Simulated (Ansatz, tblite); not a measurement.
# Mo(NH)2F2 (F2H2MoN2): charged states by level of theory

Aim: the energy of removing and adding an electron for Mo(NH)2F2 (F2H2MoN2), by energy differences, and how well orbital energies stand in for it.

Computed with Ansatz 0.2.0, Gaussian basis. Level: as each input shows.

Plan: charge +1 doublet, at the geometry of the singlet (PBE0-D4/def2-TZVP, PBE-D4/def2-TZVP, r2SCAN-D4/def2-TZVP); charge -1 doublet, at the geometry of the singlet (PBE0-D4/def2-TZVPD, PBE-D4/def2-TZVPD, r2SCAN-D4/def2-TZVPD); the starting singlet's energies come from earlier runs.

## Step 1: The structure

The geometry is that of the singlet, from an earlier relaxation (PBE-D4/def2-SVP).

7 atoms, charge 0, spin multiplicity 1.

Atoms are counted from 1 here; the program's logs count them from 0.

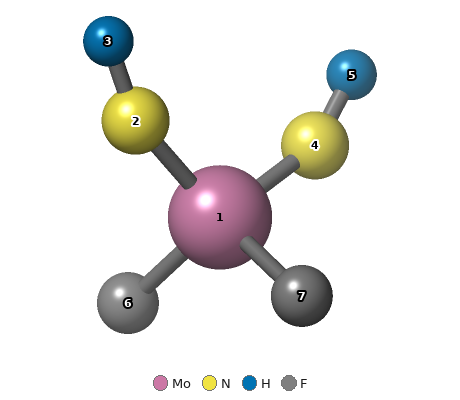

The geometry (molybdenum pink, nitrogen yellow, hydrogen blue, fluorine grey); atoms are numbered from 1 in the order of the file.

Formally the metal is d0. Mo takes a core potential in the def2 sets. No spin-orbit coupling is included.

## Step 2: Charge +1 doublet at the fixed geometry, first pass, PBE0-D4/def2-SVP

Input file in.yaml:

```yaml
crystal:
  periodic: [false, false, false]
  atoms:
    - {symbol: Mo, position_ang: [-0.453920, 0.015648, -0.314834]}
    - {symbol: N, position_ang: [-0.426876, 0.012694, 1.418996]}
    - {symbol: H, position_ang: [0.025094, -0.003729, 2.341168]}
    - {symbol: N, position_ang: [1.178036, -0.038330, -0.898691]}
    - {symbol: H, position_ang: [2.199619, -0.073009, -0.798025]}
    - {symbol: F, position_ang: [-1.207672, 1.633648, -0.872426]}
    - {symbol: F, position_ang: [-1.314281, -1.546923, -0.876199]}
basis:
  gaussian: {orbitals: def2-SVP}
total_charge: 1
magnetization: {spin_polarized: true, initial_magnetization: 1}
hamiltonian: {xc: pbe0, dispersion: d4}
output: {orbitals: {seedname: orbitals}}
```

Run with:

```console
ansatz run in.yaml --threads 4 --pin off --events-out ev --progress --plain --max-ram 3916MiB
```

Standard output:

```text
Functional definition: PBE0
  name "PBE0"
  cite "Adamo & Barone, J. Chem. Phys. 110, 6158 (1999) doi:10.1063/1.478522"
  cite "Perdew, Burke & Ernzerhof, Phys. Rev. Lett. 77, 3865 (1996) doi:10.1103/PhysRevLett.77.3865"
  parent pbe
  parameter a = 0.25
  parameter kappa = 0.804
  parameter beta = 0.06672455060314922
  exchange = (1 - a)*pbe_x(kappa = kappa, mu = beta*pi^2/3) + a*exact_x
  correlation = pbe_c(beta = beta)
973 factors; integrals over basis functions are off by at most 8.8e-4 eV
mean field evaluation 1: about -10262.8069 eV, gradient 6.8e1 eV
mean field evaluation 2: about -10155.9151 eV, gradient 1.8e2 eV
mean field evaluation 4: about -10278.7161 eV, gradient 8.9e0 eV
mean field evaluation 8: about -10279.2437 eV, gradient 8.7e-1 eV
mean field evaluation 16: about -10279.2580 eV, gradient 1.2e-2 eV
mean field evaluation 32: about -10279.2580 eV, gradient 3.4e-5 eV
mean field -10279.25796556 eV, -377.7557627030 hartree, gradient 2.2e-5 eV, S^2 0.851405; 6 other end points of the search recorded, 0 dependent functions left out
reference -10279.25802093 eV, -377.7557647378 hartree; 24, 23 occupied and 73, 74 virtual orbitals, 973 factors
Total energy: -10279.38061040 eV, -377.7602698176 hartree
```

Run time: 3.9 s. Hardware: 4 threads of Intel Xeon Platinum 8259CL at 2.50GHz, shared host.

From the report: HOMO -15.50 eV, LUMO -12.50 eV (over both spins); ⟨S²⟩ 0.851 (pure: 0.75).

## Step 3: Charge +1 doublet at the fixed geometry, PBE0-D4/def2-TZVP

start.molden holds the orbitals of an earlier run on this state, given as this run's starting guess.

in.yaml: that of step 2 with these lines changed.

```diff
@@ -11,3 +11,3 @@
 basis:
-  gaussian: {orbitals: def2-SVP}
+  gaussian: {orbitals: def2-TZVP, initial_orbitals: start.molden}
 total_charge: 1
@@ -15,2 +15,3 @@
 hamiltonian: {xc: pbe0, dispersion: d4}
+scf: {omitted_lower_state_checks: [starts]}
 output: {orbitals: {seedname: orbitals}}
```

The command is unchanged.

Standard output:

```text
Functional definition: PBE0
  name "PBE0"
  cite "Adamo & Barone, J. Chem. Phys. 110, 6158 (1999) doi:10.1063/1.478522"
  cite "Perdew, Burke & Ernzerhof, Phys. Rev. Lett. 77, 3865 (1996) doi:10.1103/PhysRevLett.77.3865"
  parent pbe
  parameter a = 0.25
  parameter kappa = 0.804
  parameter beta = 0.06672455060314922
  exchange = (1 - a)*pbe_x(kappa = kappa, mu = beta*pi^2/3) + a*exact_x
  correlation = pbe_c(beta = beta)
these checks for a lower state are left out or cut short: starts
1088 factors; their error is unknown
mean field evaluation 1: about -10285.8970 eV, gradient 1.3e2 eV
mean field evaluation 2: about -10289.8536 eV, gradient 3.7e0 eV
mean field evaluation 4: about -10289.9954 eV, gradient 2.7e-1 eV
mean field evaluation 8: about -10289.9956 eV, gradient 8.5e-6 eV
mean field -10289.99557957 eV, -378.1503627398 hartree, gradient 4.8e-6 eV, S^2 0.848891; 0 other end points of the search recorded, 0 dependent functions left out
reference -10289.99560863 eV, -378.1503638077 hartree; 24, 23 occupied and 152, 153 virtual orbitals, 1088 factors
Total energy: -10290.11819810 eV, -378.1548688876 hartree
Checks for a lower state left out: starts
```

Run time: 7 s. Hardware: 4 threads of Intel Xeon Platinum 8259CL at 2.50GHz, shared host; peak memory 0.7 GiB.

HOMO -15.46 eV, LUMO -12.43 eV (over both spins); ⟨S²⟩ 0.849 (pure: 0.75).

## Step 4: Charge +1 doublet at the fixed geometry, PBE-D4/def2-TZVP

in.yaml: that of step 3 with these lines changed.

```diff
@@ -14,3 +14,3 @@
 magnetization: {spin_polarized: true, initial_magnetization: 1}
-hamiltonian: {xc: pbe0, dispersion: d4}
+hamiltonian: {xc: pbe, dispersion: d4}
 scf: {omitted_lower_state_checks: [starts]}
```

The command is unchanged.

Standard output:

```text
Functional definition: PBE
  name "PBE"
  cite "Perdew, Burke & Ernzerhof, Phys. Rev. Lett. 77, 3865 (1996) doi:10.1103/PhysRevLett.77.3865"
  parent pbe
  parameter kappa = 0.804
  parameter beta = 0.06672455060314922
  exchange = pbe_x(kappa = kappa, mu = beta*pi^2/3)
  correlation = pbe_c(beta = beta)
these checks for a lower state are left out or cut short: starts
1018 factors; their error is unknown
mean field evaluation 1: about -10292.1472 eV, gradient 7.7e0 eV
mean field evaluation 2: about -10292.4007 eV, gradient 3.7e-1 eV
mean field evaluation 4: about -10292.3875 eV, gradient 1.9e-1 eV
mean field evaluation 8: about -10292.3876 eV, gradient 2.1e-5 eV
mean field -10292.38755103 eV, -378.2382660695 hartree, gradient 1.4e-5 eV, S^2 0.774244; 0 other end points of the search recorded, 0 dependent functions left out
reference -10292.38759483 eV, -378.2382676792 hartree; 24, 23 occupied and 152, 153 virtual orbitals, 1018 factors
Total energy: -10292.53342807 eV, -378.2436269518 hartree
Checks for a lower state left out: starts
```

It took 2.4 s on 4 threads of Intel Xeon Platinum 8259CL at 2.50GHz, shared host.

Report: HOMO -14.03 eV, LUMO -13.48 eV (over both spins); ⟨S²⟩ 0.774 (pure: 0.75).

## Step 5: Charge +1 doublet at the fixed geometry, r2SCAN-D4/def2-TZVP

in.yaml: that of step 4 with these lines changed.

```diff
@@ -14,3 +14,3 @@
 magnetization: {spin_polarized: true, initial_magnetization: 1}
-hamiltonian: {xc: pbe, dispersion: d4}
+hamiltonian: {xc: r2scan, dispersion: d4}
 scf: {omitted_lower_state_checks: [starts]}
```

The command is unchanged.

Standard output:

```text
Functional definition: r2SCAN
  name "r2SCAN"
  cite "Furness, Kaplan, Ning, Perdew & Sun, J. Phys. Chem. Lett. 11, 8208 (2020) doi:10.1021/acs.jpclett.0c02405"
  cite "Furness, Kaplan, Ning, Perdew & Sun, J. Phys. Chem. Lett. 11, 9248 (2020) doi:10.1021/acs.jpclett.0c03077"
  parent r2scan
  parameter k0 = 0.174
  parameter k1 = 0.065
  parameter a1 = 4.9479
  exchange = r2scan_x(k0 = k0, k1 = k1, a1 = a1)
  correlation = r2scan_c
these checks for a lower state are left out or cut short: starts
1018 factors; their error is unknown
mean field evaluation 1: about -10296.8976 eV, gradient 4.3e0 eV
mean field evaluation 2: about -10296.9731 eV, gradient 9.8e-2 eV
mean field evaluation 4: about -10296.9615 eV, gradient 1.4e-3 eV
mean field evaluation 8: about -10296.9615 eV, gradient 4.7e-5 eV
mean field -10296.96149833 eV, -378.4063555325 hartree, gradient 8.1e-6 eV, S^2 0.820278; 0 other end points of the search recorded, 0 dependent functions left out
reference -10296.96151054 eV, -378.4063559811 hartree; 24, 23 occupied and 152, 153 virtual orbitals, 1018 factors
Total energy: -10296.99502396 eV, -378.4075875765 hartree
Checks for a lower state left out: starts
```

Run time: 4 s. Hardware: 4 threads of Intel Xeon Platinum 8259CL at 2.50GHz, shared host.

From the report: HOMO -14.35 eV, LUMO -13.15 eV (over both spins); ⟨S²⟩ 0.820 (pure: 0.75).

## Step 6: Vertical ionisation energy

Charged state less starting state, singlet to doublet; the starting state's energies are those of its earlier runs.

```
              level  vertical ionisation energy (eV)   time
   PBE-D4/def2-TZVP                           +10.31  3.7 s
r2SCAN-D4/def2-TZVP                           +10.34  6.6 s
  PBE0-D4/def2-TZVP                           +10.48  8.9 s
```

Times add the two runs; a level without a time comes out of a correlated run.

Beside −ε(HOMO) of the starting state:

```
              level  −ε(HOMO) (eV)  by difference (eV)  mismatch (eV)
   PBE-D4/def2-TZVP           7.07               10.31          -3.24
r2SCAN-D4/def2-TZVP           7.38               10.34          -2.96
  PBE0-D4/def2-TZVP           8.46               10.48          -2.02
```

## Step 7: Charge -1 doublet at the fixed geometry, first pass, PBE0-D4/def2-SVP

in.yaml: that of step 5 with these lines changed.

```diff
@@ -11,7 +11,6 @@
 basis:
-  gaussian: {orbitals: def2-TZVP, initial_orbitals: start.molden}
-total_charge: 1
+  gaussian: {orbitals: def2-SVP}
+total_charge: -1
 magnetization: {spin_polarized: true, initial_magnetization: 1}
-hamiltonian: {xc: r2scan, dispersion: d4}
-scf: {omitted_lower_state_checks: [starts]}
+hamiltonian: {xc: pbe0, dispersion: d4}
 output: {orbitals: {seedname: orbitals}}
```

Launched as before.

Standard output, cut to the lines that bear on the results:

```text
Functional definition: PBE0
  name "PBE0"
  cite "Adamo & Barone, J. Chem. Phys. 110, 6158 (1999) doi:10.1063/1.478522"
  cite "Perdew, Burke & Ernzerhof, Phys. Rev. Lett. 77, 3865 (1996) doi:10.1103/PhysRevLett.77.3865"
  parent pbe
[...]
973 factors; integrals over basis functions are off by at most 8.8e-4 eV
[...]
mean field -10289.73558207 eV, -378.1408080078 hartree, gradient 2.5e-5 eV, S^2 0.754227; 6 other end points of the search recorded, 0 dependent functions left out
reference -10289.73563096 eV, -378.1408098046 hartree; 25, 24 occupied and 72, 73 virtual orbitals, 973 factors
Total energy: -10289.89565919 eV, -378.1466907335 hartree
```

Run time: 2.9 s. Hardware: 4 threads of Intel Xeon Platinum 8259CL at 2.50GHz, shared host.

HOMO 2.10 eV, LUMO 4.71 eV (over both spins); ⟨S²⟩ 0.754 (pure: 0.75). Doubts: highest occupied level lies above zero.

## Step 8: Charge -1 doublet at the fixed geometry, PBE0-D4/def2-TZVPD

in.yaml: that of step 7 with these lines changed.

```diff
@@ -11,3 +11,3 @@
 basis:
-  gaussian: {orbitals: def2-SVP}
+  gaussian: {orbitals: def2-TZVPD, initial_orbitals: start.molden}
 total_charge: -1
@@ -15,2 +15,3 @@
 hamiltonian: {xc: pbe0, dispersion: d4}
+scf: {omitted_lower_state_checks: [starts]}
 output: {orbitals: {seedname: orbitals}}
```

The command is unchanged.

Standard output:

```text
Functional definition: PBE0
  name "PBE0"
  cite "Adamo & Barone, J. Chem. Phys. 110, 6158 (1999) doi:10.1063/1.478522"
  cite "Perdew, Burke & Ernzerhof, Phys. Rev. Lett. 77, 3865 (1996) doi:10.1103/PhysRevLett.77.3865"
  parent pbe
  parameter a = 0.25
  parameter kappa = 0.804
  parameter beta = 0.06672455060314922
  exchange = (1 - a)*pbe_x(kappa = kappa, mu = beta*pi^2/3) + a*exact_x
  correlation = pbe_c(beta = beta)
these checks for a lower state are left out or cut short: starts
1232 factors; their error is unknown
mean field evaluation 1: about -10296.0941 eV, gradient 1.3e2 eV
mean field evaluation 2: about -10300.5223 eV, gradient 5.2e0 eV
mean field evaluation 4: about -10300.9042 eV, gradient 1.9e-2 eV
mean field evaluation 8: about -10300.9896 eV, gradient 1.9e-5 eV
mean field -10300.98963209 eV, -378.5543867176 hartree, gradient 2.0e-5 eV, S^2 0.754758; 0 other end points of the search recorded, 0 dependent functions left out
reference -10300.98968617 eV, -378.5543887051 hartree; 25, 24 occupied and 187, 188 virtual orbitals, 1232 factors
Total energy: -10301.14971440 eV, -378.5602696340 hartree
Checks for a lower state left out: starts
```

Wall time 5.5 s (4 threads of Intel Xeon Platinum 8259CL at 2.50GHz, shared host); peak memory 0.68 GiB.

Report: HOMO 1.49 eV, LUMO 3.75 eV (over both spins); ⟨S²⟩ 0.755 (pure: 0.75). Doubts: highest occupied level lies above zero.

## Step 9: Charge -1 doublet at the fixed geometry, PBE-D4/def2-TZVPD

in.yaml: that of step 8 with these lines changed.

```diff
@@ -14,3 +14,3 @@
 magnetization: {spin_polarized: true, initial_magnetization: 1}
-hamiltonian: {xc: pbe0, dispersion: d4}
+hamiltonian: {xc: pbe, dispersion: d4}
 scf: {omitted_lower_state_checks: [starts]}
```

The command is unchanged.

Standard output:

```text
Functional definition: PBE
  name "PBE"
  cite "Perdew, Burke & Ernzerhof, Phys. Rev. Lett. 77, 3865 (1996) doi:10.1103/PhysRevLett.77.3865"
  parent pbe
  parameter kappa = 0.804
  parameter beta = 0.06672455060314922
  exchange = pbe_x(kappa = kappa, mu = beta*pi^2/3)
  correlation = pbe_c(beta = beta)
these checks for a lower state are left out or cut short: starts
1162 factors; their error is unknown
mean field evaluation 1: about -10302.6585 eV, gradient 7.6e0 eV
mean field evaluation 2: about -10302.8656 eV, gradient 3.1e-1 eV
mean field evaluation 4: about -10302.8818 eV, gradient 2.2e-3 eV
mean field evaluation 8: about -10302.8668 eV, gradient 2.5e-5 eV
mean field evaluation 16: about -10302.8668 eV, gradient 2.0e-5 eV
mean field -10302.86682719 eV, -378.6233723653 hartree, gradient 2.0e-5 eV, S^2 0.752449; 0 other end points of the search recorded, 0 dependent functions left out
reference -10302.86688927 eV, -378.6233746466 hartree; 25, 24 occupied and 187, 188 virtual orbitals, 1162 factors
Total energy: -10303.05691214 eV, -378.6303578583 hartree
Checks for a lower state left out: starts
```

Wall time 4.4 s (4 threads of Intel Xeon Platinum 8259CL at 2.50GHz, shared host).

HOMO 2.63 eV, LUMO 3.06 eV (over both spins); ⟨S²⟩ 0.752 (pure: 0.75). Doubts: highest occupied level lies above zero.

## Step 10: Charge -1 doublet at the fixed geometry, r2SCAN-D4/def2-TZVPD

in.yaml: that of step 9 with these lines changed.

```diff
@@ -14,3 +14,3 @@
 magnetization: {spin_polarized: true, initial_magnetization: 1}
-hamiltonian: {xc: pbe, dispersion: d4}
+hamiltonian: {xc: r2scan, dispersion: d4}
 scf: {omitted_lower_state_checks: [starts]}
```

The command is unchanged.

Standard output:

```text
Functional definition: r2SCAN
  name "r2SCAN"
  cite "Furness, Kaplan, Ning, Perdew & Sun, J. Phys. Chem. Lett. 11, 8208 (2020) doi:10.1021/acs.jpclett.0c02405"
  cite "Furness, Kaplan, Ning, Perdew & Sun, J. Phys. Chem. Lett. 11, 9248 (2020) doi:10.1021/acs.jpclett.0c03077"
  parent r2scan
  parameter k0 = 0.174
  parameter k1 = 0.065
  parameter a1 = 4.9479
  exchange = r2scan_x(k0 = k0, k1 = k1, a1 = a1)
  correlation = r2scan_c
these checks for a lower state are left out or cut short: starts
1162 factors; their error is unknown
mean field evaluation 1: about -10307.4931 eV, gradient 4.1e0 eV
mean field evaluation 2: about -10307.5569 eV, gradient 1.3e-1 eV
mean field evaluation 4: about -10307.5499 eV, gradient 4.0e-2 eV
mean field evaluation 8: about -10307.5499 eV, gradient 2.6e-5 eV
mean field -10307.54987688 eV, -378.7954712672 hartree, gradient 3.0e-5 eV, S^2 0.755724; 0 other end points of the search recorded, 0 dependent functions left out
reference -10307.54992025 eV, -378.7954728610 hartree; 25, 24 occupied and 187, 188 virtual orbitals, 1162 factors
Total energy: -10307.59447087 eV, -378.7971100661 hartree
Checks for a lower state left out: starts
```

Run time: 7.5 s. Hardware: 4 threads of Intel Xeon Platinum 8259CL at 2.50GHz, shared host; peak memory 0.63 GiB.

From the report: HOMO 2.61 eV, LUMO 3.48 eV (over both spins); ⟨S²⟩ 0.756 (pure: 0.75). Doubts: highest occupied level lies above zero.

## Step 11: Vertical electron affinity

Starting state less charged state (positive: the electron is bound), singlet to doublet; the starting state's energies are those of its earlier runs.

```
               level  vertical electron affinity (eV)   time
   PBE-D4/def2-TZVPD                            +0.10  6.2 s
r2SCAN-D4/def2-TZVPD                            +0.14   10 s
  PBE0-D4/def2-TZVPD                            +0.44  7.8 s
```

Times add the two runs; a level without a time comes out of a correlated run.

Beside −ε(LUMO) of the starting state:

```
               level  −ε(LUMO) (eV)  by difference (eV)  mismatch (eV)
   PBE-D4/def2-TZVPD           3.09                0.10          +2.99
r2SCAN-D4/def2-TZVPD           3.03                0.14          +2.89
  PBE0-D4/def2-TZVPD           2.35                0.44          +1.91
```

## Step 12: Outcome

```
                                             quantity                                 value
 vertical ionisation energy, functionals in def2-TZVP  10.31 (PBE-D4) to 10.48 eV (PBE0-D4)
vertical electron affinity, functionals in def2-TZVPD    0.10 (PBE-D4) to 0.44 eV (PBE0-D4)
```

What this shows: The vertical ionisation energy spans 10.31 to 10.48 eV over the functionals. −ε(HOMO) misses the level's own difference by -2.02 eV at best (PBE0-D4) and -3.24 eV at worst (PBE-D4). The vertical electron affinity spans 0.10 to 0.44 eV over the functionals. The anion's highest level lies above zero where self-interaction lifts it, so diffuse functions weigh on these values. −ε(LUMO) misses the level's own difference by +1.91 eV at best (PBE0-D4) and +2.99 eV at worst (PBE-D4). The charged states' spins were chosen beforehand and needn't be their lowest.

The anion's highest level is positive in at least one run, so there the basis alone may hold the extra electron.
